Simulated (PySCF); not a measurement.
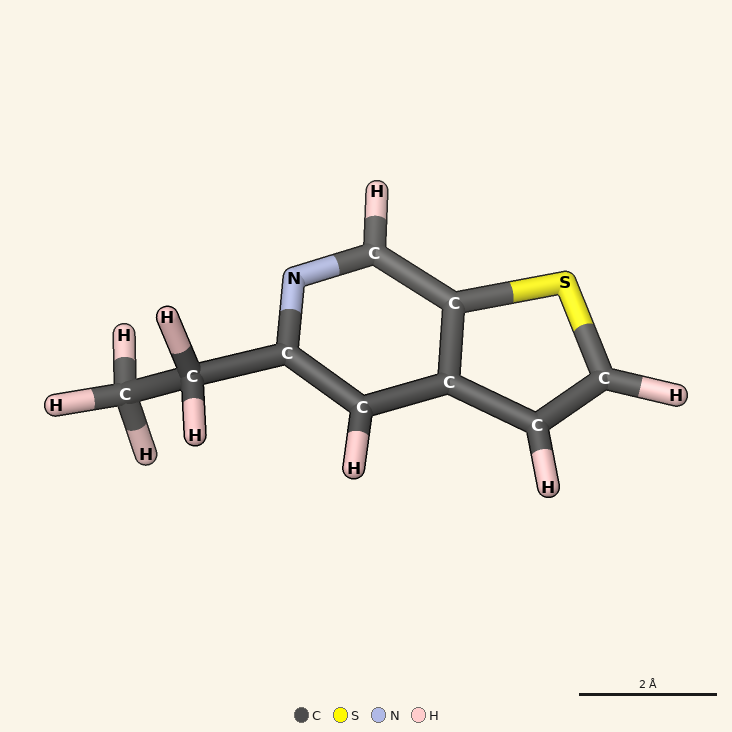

The picture shows a molecular structure as a stick model.

Computed geometry: PBE0-D3(BJ)/def2-SVP optimisation. No frequency run is at hand to confirm it as a minimum.

Describe the molecule.

Formula C9H9NS. SMILES: `CCc1cc2ccsc2cn1`. Independent rings (smallest set): 1 of 5 members, 1 of 6 members, 2 of them aromatic. This geometry has C1 symmetry. Coordination: 2 C tetrahedral; 7 C trigonal planar; 1 S bent; 1 N bent.

More results for the same structure follow; atom numbers are the same in all pictures, views and colours differ.

### Shape

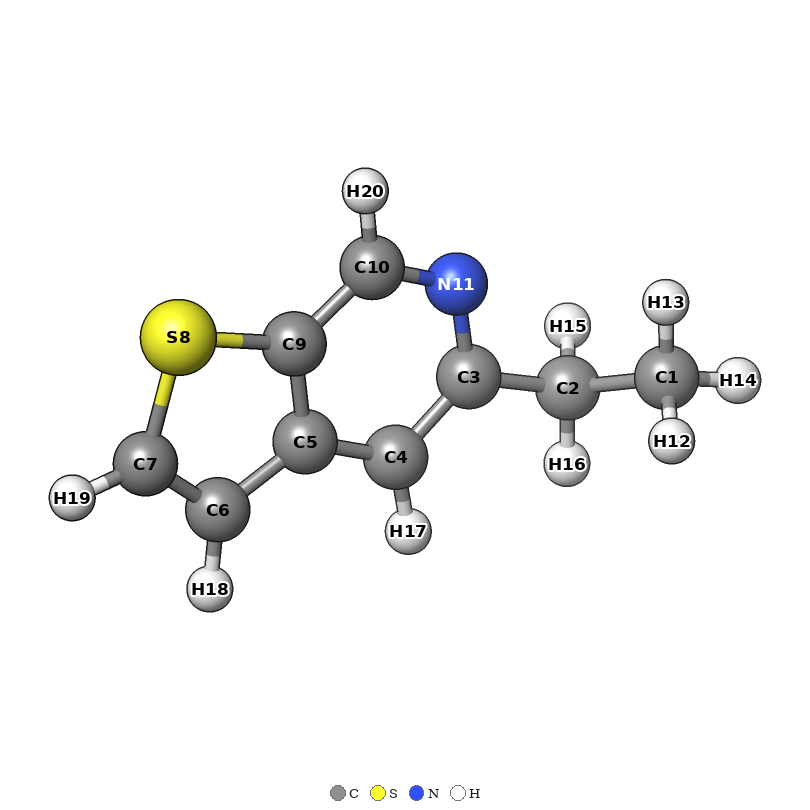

Atoms carry their numbers in the input. No frequency run is at hand to confirm it as a minimum.

Estimate the angles C1–C2–H15, C2–C1–H12, C2–C3–C4, C2–C3–N11, C3–C2–H15, C3–N11–C10, C4–C3–N11, C5–C9–S8, C6–C7–S8, C6–C7–H19, C7–C6–H18, C9–C10–H20.

```
     angle  degrees
 C1–C2–H15    109.2
 C2–C1–H12    111.2
  C2–C3–C4    121.8
 C2–C3–N11    115.8
 C3–C2–H15    107.8
C3–N11–C10    119.9
 C4–C3–N11    122.4
  C5–C9–S8    111.6
  C6–C7–S8    113.7
 C6–C7–H19    127.1
 C7–C6–H18    123.7
C9–C10–H20    120.9
```

### Ring current

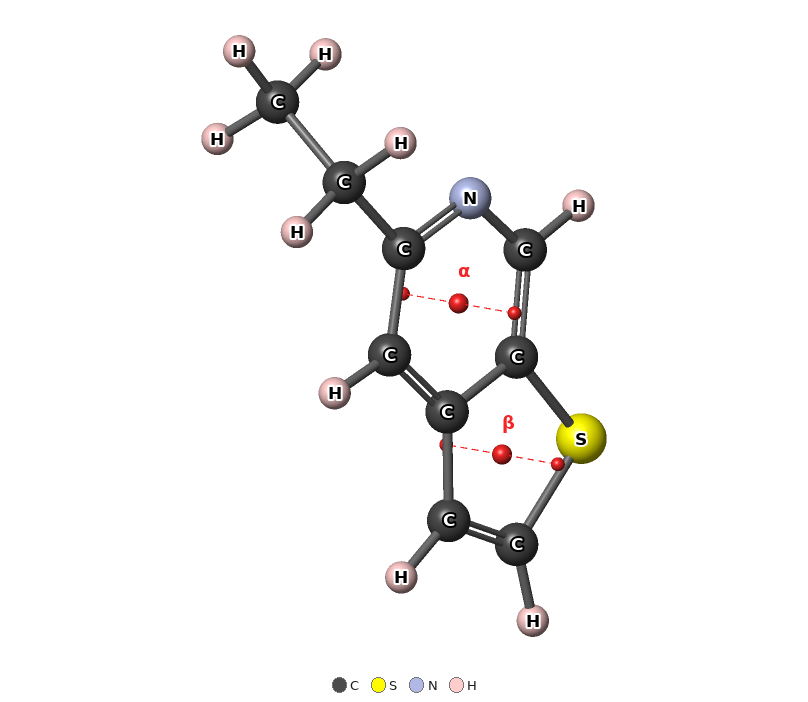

The small points mark where nucleus-independent chemical shifts (NICS) were computed: at the centre of each lettered ring and 1 Å above and below it. No frequency run is at hand to confirm it as a minimum. Properties computed with GIAO ωB97X-D/pcSseg-2 NMR shielding, non-relativistic, gas phase (PySCF 2.14.0).

Give NICS(0), NICS(1) and the out-of-plane component NICS(1)zz for each ring (means of the two sides).

| ring | members | NICS(0) | NICS(1) | NICS(1)zz |
| --- | --- | --- | --- | --- |
| α | C5N | −8.0 | −10.3 | −28.1 |
| β | C4S | −10.7 | −9.0 | −23.3 |

Values in ppm.

What do the values say about the ring currents?

Answer. Ring α: diatropic, as in an aromatic ring. Ring β: diatropic, as in an aromatic ring. NICS is one index among several.

### Electronic properties

No frequency run is at hand to confirm it as a minimum. Method: ωB97X-D/pcSseg-2, gas phase (PySCF 2.14.0).

Give the dipole moment at this level.

Answer. 2.34 D.

Give the HOMO–LUMO gap at this level.

Answer. 8.65 eV.

Give the HOMO energy (Kohn–Sham orbital) at this level.

Answer. −8.28 eV.

### Excitation

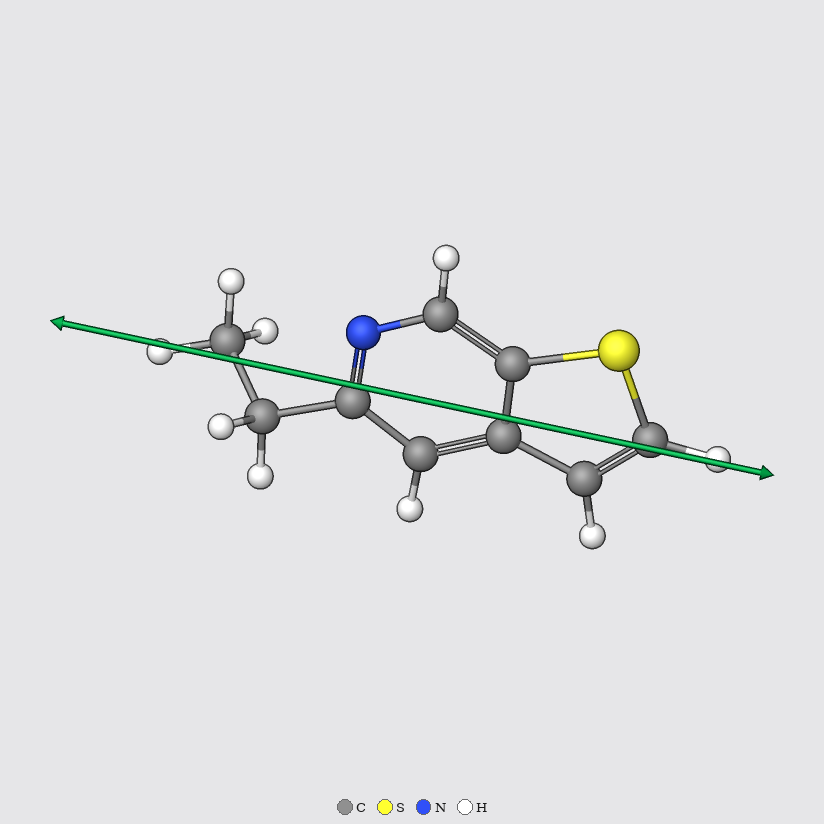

The double arrow shows the direction of the transition dipole to excited singlet state 6 (its length means nothing). No frequency run is at hand to confirm it as a minimum. Level of theory: TDDFT CAM-B3LYP/def2-SVPD, vertical, gas phase, core orbitals frozen in the response (PySCF 2.14.0).

Where does the transition lie, and how strong is it?

Answer. 5.88 eV (211 nm), oscillator strength 0.42, mainly HOMO → LUMO+1 (weight 0.59); transition dipole 4.34 D.

### Quadrupole coupling

No frequency run is at hand to confirm it as a minimum. Electric field gradients from the ground-state density, PBE0/pcSseg-1 (PySCF 2.14.0), non-relativistic apart from any core potentials.

Give the largest field-gradient component, the quadrupole coupling constant and the asymmetry for 33S at S8 (Q = −67.81 mb), 14N at N11 (Q = 20.44 mb).

```
atom  V_zz (a.u.)  e²qQ/h (MHz)     η
  S8        2.006         −32.0  0.80
 N11       −1.080         −5.19  0.25
```
